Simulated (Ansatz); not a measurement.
# CF2 (SMILES F[C]F): r2SCAN0/STO-3G

What is the electronic atomisation energy of CF2 at r2SCAN0/STO-3G? 

The results are computed with Ansatz 0.2.0.

40 further runs of the same task are left out: 4 that didn't finish, 36 set aside as unsound or not needed.

## (1) The molecule

CF2 has 3 atoms, charge 0, and is taken as a singlet. As SMILES, `F[C]F`. The shape is that of a GFN2-xTB optimisation.

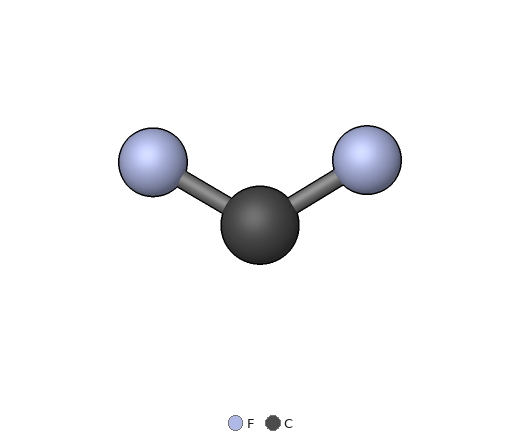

The structure, seen from a chosen angle (fluorine light blue, carbon dark grey).

## (2) The energy at r2SCAN0/STO-3G

The input, run.yaml:

```yaml
crystal:
  periodic: [false, false, false]
  atoms:
    - {symbol: F, position_ang: [0.396940, 1.032800, 0.332770]}
    - {symbol: C, position_ang: [0.326820, -0.272180, 0.149730]}
    - {symbol: F, position_ang: [-0.723760, -0.760620, -0.482500]}
basis:
  gaussian: {orbitals: STO-3G}
hamiltonian: {xc: {name: r2SCAN0}}
accuracy: high
```

Command:

```sh
$ ansatz run run.yaml --threads 1 --pin off --max-ram 2610MiB --events-out events.jsonl --progress --plain --runs-dir runs
```

Output:

```text
Warning: RAYON_NUM_THREADS=1 ignored (pool sized by the plan → 1); use --threads N
Functional definition: r2SCAN0
  name "r2SCAN0"
  parameter a = 0.25
  parameter k0 = 0.174
  parameter k1 = 0.065
  parameter a1 = 4.9479
  exchange = (1 - a)*r2scan_x(k0 = k0, k1 = k1, a1 = a1) + a*exact_x
  correlation = r2scan_c
250 factors; integrals over basis functions are off by at most 3.4e-8 eV
mean field evaluation 1: about -6373.7480 eV, gradient 9.7e0 eV
mean field evaluation 2: about -6373.7920 eV, gradient 9.6e0 eV
mean field evaluation 4: about -6374.0597 eV, gradient 2.6e-2 eV
mean field evaluation 8: about -6374.0474 eV, gradient 1.3e-3 eV
mean field evaluation 16: about -6374.0474 eV, gradient 7.1e-8 eV
mean field -6374.04744058 eV, -234.2419229568 hartree, gradient 7.1e-8 eV, S^2 0.000000; 0 other end points of the search recorded, 0 dependent functions left out
reference -6374.04744069 eV, -234.2419229609 hartree; 12, 12 occupied and 3, 3 virtual orbitals, 250 factors
Total energy: -6374.04744069 eV, -234.2419229609 hartree
```

Run time: 1.6 s. Hardware: 1 thread of Arm Neoverse V1, shared host; peak memory 0.11 GiB.

## (3) The C atom

The input, run.yaml:

```yaml
crystal:
  periodic: [false, false, false]
  atoms:
    - {symbol: C, position_ang: [0.000000, 0.000000, 0.000000]}
basis:
  gaussian: {orbitals: STO-3G}
magnetization: {spin_polarized: true, initial_magnetization: 2}
hamiltonian: {xc: {name: r2SCAN0}}
accuracy: high
```

Run the same way, it converges to -37.33469 Eh (log not shown).

## (4) The F atom at the same level

The input, in.yaml:

```yaml
crystal:
  periodic: [false, false, false]
  atoms:
    - {symbol: F, position_ang: [0.000000, 0.000000, 0.000000]}
basis:
  gaussian: {orbitals: STO-3G}
magnetization: {spin_polarized: true, initial_magnetization: 1}
hamiltonian: {xc: {name: r2SCAN0}}
accuracy: high
```

Command:

```sh
$ ansatz run in.yaml --threads 1 --pin off --max-ram 2610MiB --events-out events.jsonl --progress --plain --runs-dir runs
```

Output:

```text
Warning: RAYON_NUM_THREADS=1 ignored (pool sized by the plan → 1); use --threads N
Functional definition: r2SCAN0
  name "r2SCAN0"
  parameter a = 0.25
  parameter k0 = 0.174
  parameter k1 = 0.065
  parameter a1 = 4.9479
  exchange = (1 - a)*r2scan_x(k0 = k0, k1 = k1, a1 = a1) + a*exact_x
  correlation = r2scan_c
15 factors; integrals over basis functions are off by at most 1.2e-9 eV
mean field evaluation 1: about -2673.8360 eV, gradient 5.7e-11 eV
mean field evaluation 2: about -2673.8310 eV, gradient 2.4e-10 eV
mean field -2673.83099676 eV, -98.2614767433 hartree, gradient 0.0e0 eV, S^2 0.750000; 0 other end points of the search recorded, 0 dependent functions left out
reference -2673.83099681 eV, -98.2614767448 hartree; 5, 4 occupied and 0, 1 virtual orbitals, 15 factors
Total energy: -2673.83099681 eV, -98.2614767448 hartree
```

It took 0.58 s on 1 thread of Arm Neoverse V1, shared host; peak memory 0.096 GiB.

## (5) Summary of results

At r2SCAN0/STO-3G:

| quantity | value |
| --- | --- |
| molecule: total energy | -234.24192 Eh |
| C atom: total energy | -37.33469 Eh |
| C atom: ⟨S²⟩ | 2.000 |
| F atom: total energy | -98.26148 Eh |
| F atom: ⟨S²⟩ | 0.750 |
| electronic atomisation energy | 10.457 eV |

What this shows: Taking the molecule apart into free atoms costs 10.46 eV (1009 kJ/mol), before zero-point energy and without spin-orbit coupling. In a minimal basis such a difference can be off by several eV, whatever the method.
